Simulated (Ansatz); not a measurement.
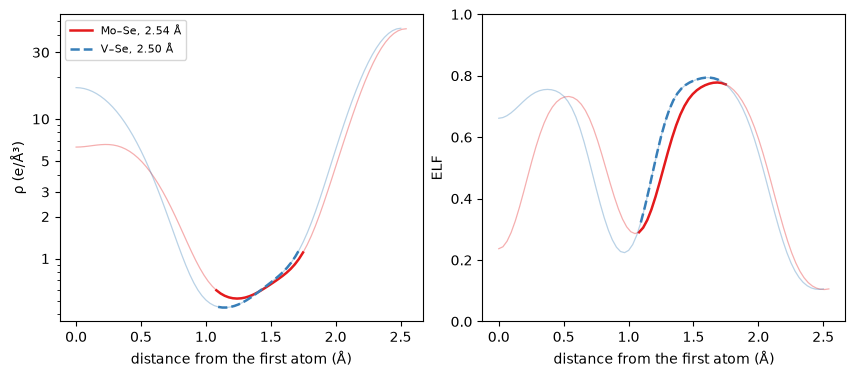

Figure. VMoSe$_{4}$. Valence electron density and ELF along straight lines between neighbouring atoms. Thin, pale parts lie inside the atomic spheres.

Space group P-6m2; a structure generated by program, which may or may not match a known phase; spin-polarised.

Method: DFT PBE, scalar-relativistic, plane waves, PAW in Ansatz.

Core electrons are frozen (PAW), and the valence fields are smoothed inside the atomic spheres.

What can be read from the curves?

Mo–Se (2.54 Å): ρ at the midpoint is about 0.52 e/Å³; the ELF is about 0.50 at the midpoint.
V–Se (2.50 Å): ρ is about 0.47 e/Å³ halfway; the ELF is about 0.60 at the midpoint.
